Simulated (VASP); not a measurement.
Band structure of Si (diamond). Calculation: MS2 meta-GGA, VASP's PBE PAW potentials (set 64) (plane waves; VASP).

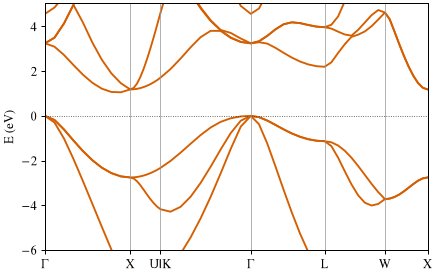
Bands along high-symmetry lines, zero at the valence-band maximum or, without a gap, the Fermi level

Read the plot: is there a gap, and where are the band edges?

The gap is indirect, 1.06 eV, from the valence maximum at Γ to the conduction minimum at (0.44, 0.44, 0.00).

Measured: gap 1.23 eV (computed value off by -0.17 eV), as given by Wei Chen et al., Physical Review Materials (2018), doi:10.1103/physrevmaterials.2.073803 [zero-point renormalisation of 0.06 eV added back (the table's ZPR column)].

The compound is Si in the diamond structure. It was relaxed first.
